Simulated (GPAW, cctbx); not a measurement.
## CdPt2: deformation density and structure factors from DFT

Question: by how much does bonding change the X-ray structure factors of CdPt2, and what does a routine refinement make of it?

The cell comes from substitution in a known structure type and wasn't matched to any measured phase. All numbers below are calculated.

## 1. Relax the structure

The density hangs on the geometry, so cell and atoms are relaxed first, with the symmetry held. The cutoff is set higher than for the density because stress converges slowly with plane waves.

Settings: GPAW 26.7.0, PBE, 570 eV, 7×7×7 k-points, Fermi–Dirac width 0.1 eV, BFGS to 0.03 eV/Å.

```text
cell
1.0
     0.000000000   -2.766000000    0.000000000
     2.766000000    0.000000000    0.000000000
    -1.383000000    1.383000000    6.365500000
Pt Cd
2 1
Direct
0.325600000 0.325600000 0.651200000
0.674400000 0.674400000 0.348800000
0.000000000 0.000000000 0.000000000
```

```console
$ OMP_NUM_THREADS=1 mpirun -n 4 gpaw python run.py > gpaw.log
```

```text
BFGS:    0      -14.241741        1.272787
BFGS:    1      -14.312892        0.818249
BFGS:    2      -14.378817        0.455554
BFGS:    3      -14.387000        0.513320
...
BFGS:    9      -14.423603        0.093321
BFGS:   10      -14.424241        0.046647
BFGS:   11      -14.424439        0.016732
cell  2.8817 2.8817 6.3924  103.03 103.03 90.00
volume 50.313 A^3, largest force 0.018 eV/A, largest stress 0.09 GPa
```

After 11 steps the volume has changed by +3.3 % and the energy by -0.183 eV; the largest stress left is 0.09 GPa. It took 2.4 min on 4 cores of Intel(R) Xeon(R) 6975P-C (Granite Rapids) (shared host), peak memory 1.3 GiB.

Relaxed structure: I4/mmm (no. 139), a = 2.8817 Å, b = 2.8817 Å, c = 12.1179 Å, α = 90.00°, β = 90.00°, γ = 90.00°.

```csv
atom,mult.,x,y,z
Pt1,4,0,0,0.3304
Cd1,2,0,0,0
```

## 2. The all-electron density

X-rays see the whole electron density, so the PAW density is rebuilt with its core regions. Subtracting spherical free atoms from the same code cancels the cores and leaves the deformation density Δρ, the part due to bonding.

Settings: PBE, 450 eV, 8×8×8 k-points, Fermi–Dirac width 0.1 eV; primitive cell of 3 atoms.

```console
$ OMP_NUM_THREADS=1 mpirun -n 4 gpaw python run.py > gpaw.log
```

```text
|iter:   1|       0s |  -15.049106 | +0.07 |       |
|iter:   2|       0s |  -14.916472 | -2.17 | -1.28 |
|iter:   3|       1s |  -14.368513 | -1.66 | -1.33 |
...
|iter:   7|       5s |  -14.359621c| -5.16 | -3.20 |
|iter:   8|       6s |  -14.359636c| -6.39 | -3.85 |
|iter:   9|       7s |  -14.359635c| -7.51c| -4.46c|
```

```text
gpts.py:43: UserWarning: Initial realspace grid (15,15,32) inconsistent with symmetries.
gpts.py:43: UserWarning: Initial realspace grid (15,15,32) inconsistent with symmetries.
gpts.py:43: UserWarning: Initial realspace grid (15,15,32) inconsistent with symmetries.
gpts.py:43: UserWarning: Initial realspace grid (15,15,32) inconsistent with symmetries.
gpts.py:70: UserWarning: Using symmetrized grid: (32,32,32).
gpts.py:70: UserWarning: Using symmetrized grid: (32,32,32).
gpts.py:70: UserWarning: Using symmetrized grid: (32,32,32).
gpts.py:70: UserWarning: Using symmetrized grid: (32,32,32).
grid (64, 64, 64)  electrons 204.000  moved by bonding 0.710 e
deformation density beyond 0.5 A of the nuclei: max 0.087, min -0.215 e/A^3
atom        x       y       z   Voronoi charge  moment
Pt1    0.3304  0.3304  0.6608     -0.070       0.00
Pt2    0.6696  0.6696  0.3392     -0.070       0.00
Cd3    0.0000  0.0000  0.0000      0.141       0.00
mean inner potential of superposed free atoms 29.134 V
total magnetic moment 0.000 muB
```

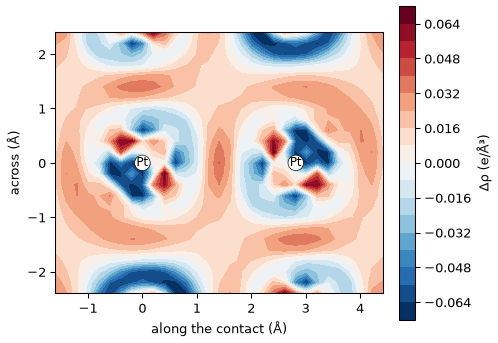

Deformation density in a plane through the shortest contact of the Pt atom at the origin; red gains electrons, blue loses them.

Pt gains most (-0.07 e) and Cd loses most (+0.14 e), as electronegativity suggests. Along the shortest contact from the Pt atom at the map's origin, Pt–Pt at 2.82 Å, Δρ is +0.04 e/Å³ at the midpoint: little piles up between the atoms, as is usual in a metallic crystal, which this run finds. At the midpoints of other shortest contacts it is -0.01 (Cd–Cd, 2.88 Å) and +0.03 (Pt–Cd, 2.89 Å) e/Å³. Point values carry grid noise of about 0.01 e/Å³. The run needed 9 iterations, 18 s.

## 3. Structure factors

The Fourier components of Δρ, added to those of the free atoms, give the static X-ray structure factors; the Mott–Bethe relation turns them into the Fourier components V of the potential that fast electrons feel.

```text
static structure factors of the conventional cell: F in electrons, V (Mott-Bethe) in volts
   h  k  l      d  |F| table  |F| free   |F| DFT   change   |V| free  |V| DFT  change %
   0  0  2  6.0589    68.615    68.424    68.596    0.172     2.387    2.100    -12.0
   0  0  4  3.0295    38.184    38.128    38.372    0.244     0.646    0.544    -15.8
   1  0  1  2.8035    51.259    51.231    51.257    0.026     1.347    1.338     -0.7
   1  0  3  2.3459   336.796   336.536   335.798   -0.737    17.794   17.979      1.0
   1  1  0  2.0377   323.283   322.961   322.409   -0.552    16.083   16.187      0.6
   0  0  6  2.0196   320.829   320.505   319.778   -0.727    15.902   16.037      0.8
   1  1  2  1.9314    60.089    60.083    59.891   -0.192     1.660    1.692      2.0
   1  0  5  1.8548    70.765    70.734    70.482   -0.252     2.111    2.150      1.9
   1  1  4  1.6908    35.526    35.500    35.315   -0.185     0.544    0.568      4.4
   0  0  8  1.5147    77.083    76.979    76.884   -0.095     2.197    2.207      0.5
   1  0  7  1.4840    23.405    23.364    23.149   -0.215     0.058    0.079     37.4
   2  0  0  1.4408   283.066   282.754   282.817    0.064    11.843   11.837     -0.1
   1  1  6  1.4344   281.150   280.846   280.954    0.108    11.738   11.728     -0.1
   2  0  2  1.4018    55.449    55.367    55.255   -0.112     1.296    1.306      0.8
```

The largest X-ray change is -0.74 e on 103, 0.2 % of |F|. For electrons V goes as (Z − F)/g², so a change of F counts against Z − F, which is small at low angle and wherever the atoms' terms cancel: |V| of 004 moves by -15.8 % (0.65 to 0.54 V) against +0.6 % in |F|. The tabulated Hartree–Fock atoms differ from the free DFT atoms by up to 0.32 e, so the choice of reference atom matters too.

## 4. What a spherical-atom refinement makes of it

Routine crystallography fits spherical atoms. To see the bias, intensities are simulated from tabulated atoms plus the DFT change ΔF, so that bonding alone can misfit (3246 reflections of the full sphere, merged to the counts below, to 0.4 Å, 0.5 % proportional noise plus counting noise, assumed isotropic U as listed, Δρ smeared by the mean U) and refined with cctbx over different ranges.

```csv
range,data,R1,GooF,U Pt1 (true 0.0026),U Cd1 (true 0.0032),largest shift (Å),"Δρ max, min (e/Å³)"
all data,289,0.0030,0.96,0.0026,0.0032,0.0000,"0.71, -0.66"
"low resolution, d > 0.84",43,0.0023,0.98,0.0026,0.0032,0.0002,"0.20, -0.19"
"high order, d < 0.75",232,0.0032,0.93,0.0026,0.0032,0.0000,"0.68, -0.48"
"occupancies free, d > 0.7",66,0.0027,1.08,0.0026,0.0032,0.0000,"0.37, -0.35"
```

With all data GooF is 0.96, so at this noise the bonding hardly shows; the top residual peak lies 1.07 Å from Cd and 2.26 Å from Pt. No U is off by more than 3 s.u. at low resolution. With Pt1 held at 1 and the scale free, the other occupancies refine to Cd1 1.001(0.001), within three s.u. of full.

## 5. Answer

Bonding moves 0.71 e in the primitive cell of CdPt2 and changes the structure factors of the conventional cell in the table above by at most 0.74 e (103, 0.2 %), and among reflections above 2 % of the strongest by up to 0.9 % (107). The shortest bond, Pt–Pt, has Δρ = +0.04 e/Å³ at its midpoint, with no localised bond charge. With all data GooF is 0.96, so at this noise the bonding hardly shows. Limits: static density, frozen cores, no spin–orbit coupling.

[Outputs are excerpts: Python notices, other lines and further rows are left out; steps that failed or that the build refused (PBEsol, TPSS) are not shown.]

[Logs are printed without paths, hosts, clocks, repeated set-up lines and the standing remarks that a program may print on its own settings, such as how far it seeks lower states.]
